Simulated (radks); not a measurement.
**Exchange and kinetic functionals tested on atomic densities: Au⁺, H, Ir⁴⁺, Mn⁺, Mo⁺, Ba⁺**

Aim: take each self-consistent density and evaluate many functionals on it, against the exact exchange and kinetic energies of the same orbitals. Every spin shell is full or empty, so the densities are truly spherical.

Program: radks (a radial shooting solver on a logarithmic mesh, Libxc functionals) version 1. Level of theory: non-relativistic Kohn-Sham, exchange-only B88, spin-polarised, spherical densities, point nucleus; open shells are filled with parallel spins first. These are calculated values, not measurements, unless marked.

### 1 The atom as given

```
species : Au⁺ ([Xe] 4f14 5d10), H (1s1), Ir⁴⁺ ([Xe] 4f14 5d5), Mn⁺ ([Ar] 3d5 4s1), Mo⁺ ([Kr] 4d5), Ba⁺ ([Xe] 6s1)
```

In the logs a row gives level, spin channel, occupation and eigenvalue; Etot, Ekin, Encl (electron-nucleus), Eh (Hartree) and Exc are energies, all in hartree; err is the last residual, it the number of iterations.

### 2 Au⁺, [Xe] 4f14 5d10

Input:

```text
Z 79
configuration [Xe] 4f14 5d10
relativity non-relativistic
functional b88,
spin polarised
nucleus point
```

What it wrote:

```text
1s      1   1.0000       -2685.87898628
2s      1   1.0000        -448.41755882
2p      1   3.0000        -431.13537885
3s      1   1.0000        -105.12528210
3p      1   3.0000         -96.97445643
3d      1   5.0000         -81.75971916
4s      1   1.0000         -22.35249378
4p      1   3.0000         -18.83695970
4d      1   5.0000         -12.37248501
4f      1   7.0000          -3.71222215
5s      1   1.0000          -3.35233067
5p      1   3.0000          -2.24105051
5d      1   5.0000          -0.54278749
1s      2   1.0000       -2685.87898628
2s      2   1.0000        -448.41755882
2p      2   3.0000        -431.13537885
3s      2   1.0000        -105.12528210
3p      2   3.0000         -96.97445643
3d      2   5.0000         -81.75971916
4s      2   1.0000         -22.35249378
4p      2   3.0000         -18.83695970
4d      2   5.0000         -12.37248501
4f      2   7.0000          -3.71222215
5s      2   1.0000          -3.35233067
5p      2   3.0000          -2.24105051
5d      2   5.0000          -0.54278749
Etot -17865.437445428925
Ekin 17865.437443525145
Encl -42539.01167791778
Eh 7146.367399741366
Exc -338.2306107776577
err 8.646667761323238e-09
it 15
```

The top filled level is 5d, -14.770 eV. Exact exchange of these orbitals: -337.907 hartree.

Sizes of the orbitals, from the radial functions (bohr):

```csv
level,occupation,energy (eV),<r>,outermost maximum (interpolated),90 % within,nodes
3d,10,-2224.8,0.1695,0.140,0.262,0
4s,2,-608.24,0.4487,0.421,0.642,3
4p,6,-512.58,0.4528,0.421,0.655,2
4d,10,-336.67,0.4609,0.413,0.686,1
4f,14,-101.01,0.4869,0.370,0.778,0
5s,2,-91.222,1.028,0.936,1.47,4
5p,6,-60.982,1.120,0.993,1.63,3
5d,10,-14.770,1.559,1.20,2.44,2
```

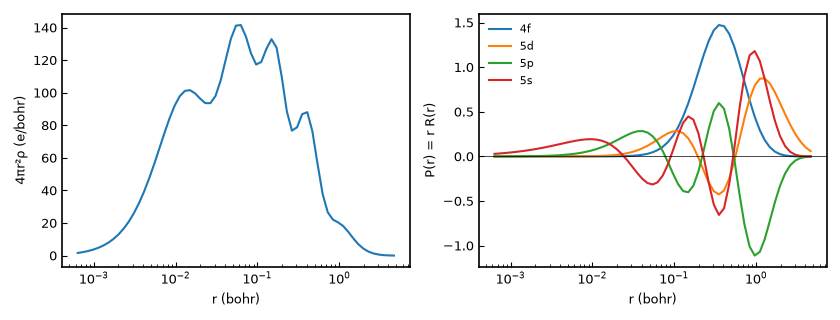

Radial density (left) and radial functions of outer levels (right).

### 3 H, 1s1

Input:

```text
Z 1
configuration 1s1
relativity non-relativistic
functional b88,
spin polarised
nucleus point
```

What it wrote:

```text
1s      1   1.0000          -0.27220371
Etot -0.49791431381312895
Ekin 0.4979143138291978
Encl -0.9971722224584032
Eh 0.30726284363415257
Exc -0.30591924881807614
err 7.425603795713297e-11
it 13
```

The top filled level is 1s up, -7.407 eV. Exact exchange of these orbitals: -0.307263 hartree.

### 4 Ir⁴⁺, [Xe] 4f14 5d5

Input:

```text
Z 77
configuration [Xe] 4f14 5d5
relativity non-relativistic
functional b88,
spin polarised
nucleus point
```

What it wrote:

```text
1s      1   1.0000       -2547.49581514
2s      1   1.0000        -424.10887023
2p      1   3.0000        -407.35910711
3s      1   1.0000         -99.64055421
3p      1   3.0000         -91.79374312
3d      1   5.0000         -77.15426671
4s      1   1.0000         -21.98461613
4p      1   3.0000         -18.64195646
4d      1   5.0000         -12.51618147
4f      1   7.0000          -4.38511776
5s      1   1.0000          -4.58232994
5p      1   3.0000          -3.54497030
5d      1   5.0000          -1.91746314
1s      2   1.0000       -2547.49600587
2s      2   1.0000        -424.09313051
2p      2   3.0000        -407.34717935
3s      2   1.0000         -99.63474369
3p      2   3.0000         -91.78775730
3d      2   5.0000         -77.14396382
4s      2   1.0000         -21.97190944
4p      2   3.0000         -18.62833400
4d      2   5.0000         -12.49944930
4f      2   7.0000          -4.36017098
5s      2   1.0000          -4.44229394
5p      2   3.0000          -3.39160665
5d      2   0.0000          -1.74703501
Etot -16803.134965712365
Ekin 16803.134963978948
Encl -39896.30634712055
Eh 6613.026853823611
Exc -322.9904363943709
err 3.902163639410352e-09
it 15
```

Highest occupied level: 5d up at -52.177 eV. Exact exchange of these orbitals: -322.628 hartree.

### 5 Mn⁺, [Ar] 3d5 4s1

Input:

```text
Z 25
configuration [Ar] 3d5 4s1
relativity non-relativistic
functional b88,
spin polarised
nucleus point
```

What it wrote:

```text
1s      1   1.0000        -234.54392300
2s      1   1.0000         -27.19054618
2p      1   3.0000         -23.34172465
3s      1   1.0000          -3.41505170
3p      1   3.0000          -2.31912817
3d      1   5.0000          -0.58130666
4s      1   1.0000          -0.44840544
1s      2   1.0000        -234.54320075
2s      2   1.0000         -27.10519229
2p      2   3.0000         -23.27755014
3s      2   1.0000          -3.20057792
3p      2   3.0000          -2.10650916
3d      2   0.0000          -0.37525928
4s      2   0.0000          -0.30565950
Etot -1149.738205028018
Ekin 1149.7382049895134
Encl -2726.932759311847
Eh 478.32836028438567
Exc -50.872010990070024
err 3.3007476971976547e-09
it 15
```

The top filled level is 4s up, -12.202 eV. Exact exchange of these orbitals: -50.7540 hartree.

### 6 Mo⁺, [Kr] 4d5

Input:

```text
Z 42
configuration [Kr] 4d5
relativity non-relativistic
functional b88,
spin polarised
nucleus point
```

What it wrote:

```text
1s      1   1.0000        -710.51216434
2s      1   1.0000         -98.82006611
2p      1   3.0000         -91.04450190
3s      1   1.0000         -16.90194518
3p      1   3.0000         -13.91516351
3d      1   5.0000          -8.44061353
4s      1   1.0000          -2.47834490
4p      1   3.0000          -1.63689242
4d      1   5.0000          -0.40236748
1s      2   1.0000        -710.51290201
2s      2   1.0000         -98.80078151
2p      2   3.0000         -91.03062909
3s      2   1.0000         -16.89197281
3p      2   3.0000         -13.90360119
3d      2   5.0000          -8.42267611
4s      2   1.0000          -2.36048296
4p      2   3.0000          -1.50818542
4d      2   0.0000          -0.25841348
Etot -3975.362462248333
Ekin 3975.362462138061
Encl -9459.968247871835
Eh 1628.9505135753998
Exc -119.70719008995815
err 6.72402248084935e-09
it 14
```

4d up is the highest filled level (-10.949 eV). Exact exchange of these orbitals: -119.646 hartree.

### 7 Ba⁺, [Xe] 6s1

Input:

```text
Z 56
configuration [Xe] 6s1
relativity non-relativistic
functional b88,
spin polarised
nucleus point
```

What it wrote:

```text
1s      1   1.0000       -1307.38502417
2s      1   1.0000        -201.18419834
2p      1   3.0000        -189.85572297
3s      1   1.0000         -42.55589843
3p      1   3.0000         -37.70857615
3d      1   5.0000         -28.68123280
4s      1   1.0000          -8.43168660
4p      1   3.0000          -6.66290719
4d      1   5.0000          -3.58727254
5s      1   1.0000          -1.31459635
5p      1   3.0000          -0.85774755
6s      1   1.0000          -0.26786346
1s      2   1.0000       -1307.38478722
2s      2   1.0000        -201.18403475
2p      2   3.0000        -189.85557585
3s      2   1.0000         -42.55566006
3p      2   3.0000         -37.70834457
3d      2   5.0000         -28.68102530
4s      2   1.0000          -8.43116182
4p      2   3.0000          -6.66232886
4d      2   5.0000          -3.58651783
5s      2   1.0000          -1.31198423
5p      2   3.0000          -0.85295038
6s      2   0.0000          -0.21882489
Etot -7883.399476289754
Ekin 7883.399475862826
Encl -18663.9296899832
Eh 3086.1089902612043
Exc -188.97825243058196
err 2.9378322885296857e-09
it 14
```

Highest occupied level: 6s up at -7.289 eV. Exact exchange of these orbitals: -188.939 hartree.

### 8 Results

```csv
error in magnitude (%),Au⁺,H,Ir⁴⁺,Mn⁺,Mo⁺,Ba⁺
"exchange, LDA",-3.79,-14.01,-3.84,-6.43,-5.20,-4.65
"exchange, B88",+0.10,-0.44,+0.11,+0.23,+0.05,+0.02
"exchange, RPBE",-0.19,+0.09,-0.18,+0.10,-0.19,-0.25
"exchange, OPTX",+1.91,-0.25,+1.90,+0.63,+1.05,+1.33
"exchange, B86b",+0.03,-0.66,+0.05,+0.27,+0.03,-0.02
"exchange, EV93",-0.48,+4.33,-0.44,+0.66,-0.16,-0.38
"exchange, MS2",-0.64,+0.33,-0.62,-0.03,-0.50,-0.62
"exchange, TASK",-1.81,+0.24,-1.81,-2.64,-2.33,-2.21
"exchange, MVS",+0.10,+0.27,+0.11,+0.04,+0.06,+0.04
"kinetic, Thomas-Fermi",-4.65,-9.18,-4.70,-6.62,-5.58,-5.15
"kinetic, TF + vW",+30.91,+90.82,+31.19,+46.11,+38.46,+34.90
"kinetic, TF + vW/5",+2.46,+10.82,+2.48,+3.93,+3.23,+2.86
"kinetic, LC94",+0.01,+1.51,-0.00,-0.01,+0.07,+0.03
"kinetic, APBEK",+0.04,+1.39,+0.03,+0.09,+0.14,+0.08
"kinetic, revAPBEK",+0.17,+2.28,+0.17,+0.36,+0.33,+0.25
"kinetic, Perdew 92",-0.69,+1.96,-0.70,-0.75,-0.67,-0.70
"kinetic, Pearson",-0.85,-3.04,-0.87,-1.33,-0.97,-0.92
"kinetic, Ernzerhof",-0.48,+5.55,-0.49,-0.31,-0.37,-0.44
```

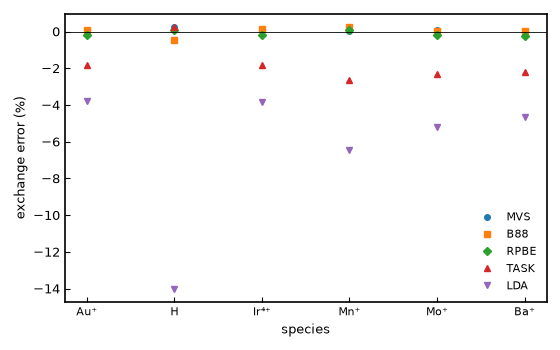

Error of five exchange functionals by species.

What this shows: Negative means that the magnitude is too small. For exchange the mean absolute error is least for MVS (0.10 %) and largest for LDA (6.32 %). Among the orbital-free kinetic functionals LC94 (0.27 %) does best and TF + vW (45.40 %) worst. The functionals are evaluated on one density each, not self-consistently.
